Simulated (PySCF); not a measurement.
Vertical excitations of a molecule C2H5BO2 from TDA-PBE/def2-SVPD run with PySCF 2.14.0, as energy in eV (oscillator strength): 6.17 (0.000), 6.25 (0.018), 6.25 (0.004), 7.02 (0.483), 7.04 (0.001), 7.09 (0.000), 7.17 (0.000), 7.23 (0.043), 7.31 (0.000), 7.62 (0.039). Lowest triplet (TDA): 4.05 eV. Geometry optimised at B3LYP-D3(BJ)/def2-SVP. One conformer was computed; it need not be the lowest.

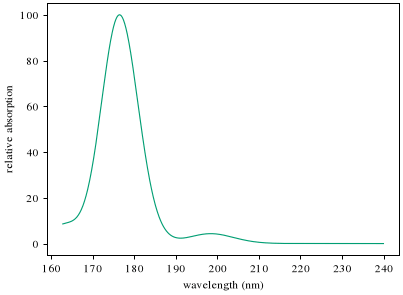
Figure. The lines broadened by 0.4 eV.

Problem. Pick the molecule that these values belong to.
A. BOC(C)=O
B. OB1COC1
C. OB1CCO1
D. C=CB(O)O

Solution. D, C=CB(O)O
